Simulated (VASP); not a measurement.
Band structure of CoSi₂ (space group Fm-3m). Calculation: PBE GGA, VASP's PBE PAW potentials (set 64) (plane waves; VASP 6.6.1).

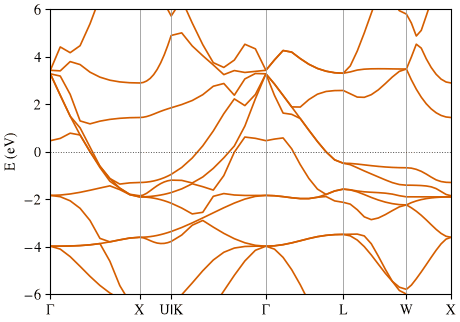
Fig. 1. Bands along high-symmetry lines, zero at the valence-band maximum or, without a gap, the Fermi level

Problem. Read the plot: is there a gap, and where are the band edges?

Solution. It has no gap at this level: it comes out as a metal or semimetal.

The structure comes from a computed database's CoSi2 entry; how it stands against other phases isn't given here. The cell was not relaxed at this level. The run is not spin-polarised, so no magnetic state was tried. The electron count is odd and the run is not spin-polarised, which forces a metal.
